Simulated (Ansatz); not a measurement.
# Si2NH6 (SMILES [SiH2]N[SiH3]) at UBLYP/cc-pVDZ

Aim: the electronic atomisation energy of Si2NH6 at UBLYP/cc-pVDZ, from 4 runs. 

The calculation is run with Ansatz 0.2.0.

60 further runs of the same task are left out: 60 set aside as unsound or not needed.

## 1. The molecule

Si2NH6: 9 atoms, total charge 0, spin state doublet. SMILES: `[SiH2]N[SiH3]`. The coordinates come from a PBE0-D4/def2-TZVP relaxation. This is one conformer, not always the lowest.

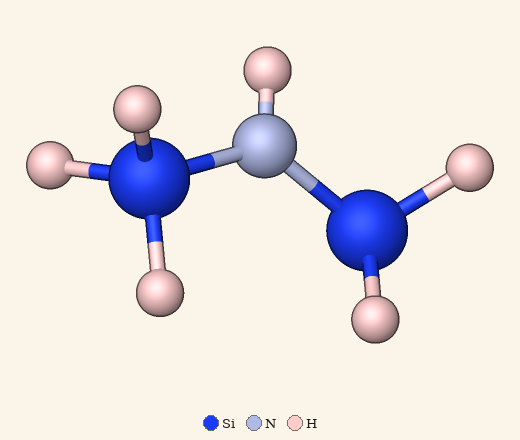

The structure, seen from a chosen angle (silicon blue, nitrogen light blue, hydrogen pink).

## 2. The energy at UBLYP/cc-pVDZ

run.yaml

```yaml
crystal:
  periodic: [false, false, false]
  atoms:
    - symbol: Si
      position_ang: [-1.200900, 0.925300, -0.948400]
    - symbol: "N"
      position_ang: [0.196900, 0.625800, 0.025200]
    - symbol: Si
      position_ang: [0.611700, -0.820500, 0.880200]
    - symbol: H
      position_ang: [-1.616500, -0.372000, -1.554500]
    - symbol: H
      position_ang: [-0.842900, 1.913400, -2.010900]
    - symbol: H
      position_ang: [0.764100, 1.439300, 0.222200]
    - symbol: H
      position_ang: [1.982600, -1.276500, 0.525400]
    - symbol: H
      position_ang: [-0.378200, -1.853400, 0.488500]
    - symbol: H
      position_ang: [0.571600, -0.627700, 2.355400]
basis:
  gaussian: {orbitals: cc-pVDZ}
magnetization: {spin_polarized: true, initial_magnetization: 1}
hamiltonian: {xc: {name: BLYP}}
accuracy: high
output: {orbitals: {seedname: orbitals}}
```

Command:

```sh
$ ansatz run run.yaml --threads 1 --pin off --max-ram 3480MiB --events-out events.jsonl --progress --plain --runs-dir runs
```

Standard output:

```text
Warning: RAYON_NUM_THREADS=1 ignored (pool sized by the plan → 1); use --threads N
Functional definition: BLYP
  name "BLYP"
  parameter beta = 0.0042
  parameter a = 0.04918
  parameter b = 0.132
  parameter c = 0.2533
  parameter d = 0.349
  exchange = b88_x(beta = beta)
  correlation = lyp_c(a = a, b = b, c = c, d = d)
1930 factors; integrals over basis functions are off by at most 3.8e-9 eV
mean field evaluation 1: about -17332.1692 eV, gradient 4.6e1 eV
mean field evaluation 2: about -17287.6587 eV, gradient 9.3e1 eV
mean field evaluation 4: about -17340.9014 eV, gradient 3.6e0 eV
mean field evaluation 8: about -17341.0036 eV, gradient 6.2e-2 eV
mean field evaluation 16: about -17341.0036 eV, gradient 1.6e-5 eV
mean field -17341.00361923 eV, -637.2701288525 hartree, gradient 1.9e-8 eV, S^2 0.751377; 0 other end points of the search recorded, 0 dependent functions left out
reference -17341.00367617 eV, -637.2701309449 hartree; 21, 20 occupied and 59, 60 virtual orbitals, 1930 factors
Total energy: -17341.00367617 eV, -637.2701309449 hartree
```

Wall time 9.9 s (1 thread of Arm Neoverse V1, shared host); peak memory 0.27 GiB.

## 3. The H atom

molecule.yaml

```yaml
crystal:
  periodic: [false, false, false]
  atoms:
    - {symbol: H, position_ang: [0.000000, 0.000000, 0.000000]}
basis:
  gaussian: {orbitals: cc-pVDZ}
magnetization: {spin_polarized: true, initial_magnetization: 1}
hamiltonian: {xc: {name: BLYP}}
accuracy: high
```

Command:

```sh
$ ansatz run molecule.yaml --threads 1 --pin off --max-ram 3480MiB --events-out events.jsonl --progress --plain --runs-dir runs
```

Standard output (excerpt; [...] marks lines left out):

```text
Warning: RAYON_NUM_THREADS=1 ignored (pool sized by the plan → 1); use --threads N
[... 9 set-up lines as earlier in the session ...]
15 factors; integrals over basis functions are off by at most 4.6e-8 eV
mean field evaluation 1: about -13.5051 eV, gradient 4.7e-1 eV
mean field evaluation 2: about -13.5079 eV, gradient 5.7e-2 eV
mean field evaluation 4: about -13.5078 eV, gradient 4.7e-5 eV
mean field evaluation 8: about -13.5078 eV, gradient 8.0e-9 eV
mean field -13.50779466 eV, -0.4964022977 hartree, gradient 8.0e-9 eV, S^2 0.750000; 0 other end points of the search recorded, 0 dependent functions left out
reference -13.50782071 eV, -0.4964032550 hartree; 1, 0 occupied and 4, 5 virtual orbitals, 15 factors
Total energy: -13.50782071 eV, -0.4964032550 hartree
```

Wall time 0.12 s (1 thread of Arm Neoverse V1, shared host).

## 4. The N atom

input.yaml

```yaml
crystal:
  periodic: [false, false, false]
  atoms:
    - {symbol: N, position_ang: [0.000000, 0.000000, 0.000000]}
basis:
  gaussian:
    orbitals: cc-pVDZ
magnetization:
  spin_polarized: true
  initial_magnetization: 3
hamiltonian:
  xc: {name: BLYP}
accuracy: high
```

Run the same way, it converges to -54.57257 Eh (log not shown).

## 5. The Si atom at the same level

run.yaml

```yaml
crystal:
  periodic: [false, false, false]
  atoms:
    - {symbol: Si, position_ang: [0.000000, 0.000000, 0.000000]}
basis:
  gaussian: {orbitals: cc-pVDZ}
magnetization: {spin_polarized: true, initial_magnetization: 2}
hamiltonian: {xc: {name: BLYP}}
accuracy: high
```

Run the same way, it converges to -289.37230 Eh (log not shown).

## 6. Outcome

At UBLYP/cc-pVDZ:

| quantity | value |
| --- | --- |
| molecule: total energy | -637.27013 Eh |
| molecule: HOMO energy (highest over α and β) | -3.98 eV |
| molecule: LUMO energy (lowest over α and β) | -2.69 eV |
| molecule: ⟨S²⟩ | 0.751 |
| H atom: total energy | -0.49640 Eh |
| H atom: ⟨S²⟩ | 0.750 |
| N atom: total energy | -54.57257 Eh |
| N atom: ⟨S²⟩ | 3.752 |
| Si atom: total energy | -289.37230 Eh |
| Si atom: ⟨S²⟩ | 2.002 |
| electronic atomisation energy | 26.519 eV |

In words: Taking the molecule apart into free atoms costs 26.52 eV (2559 kJ/mol), before zero-point energy and without spin-orbit coupling.
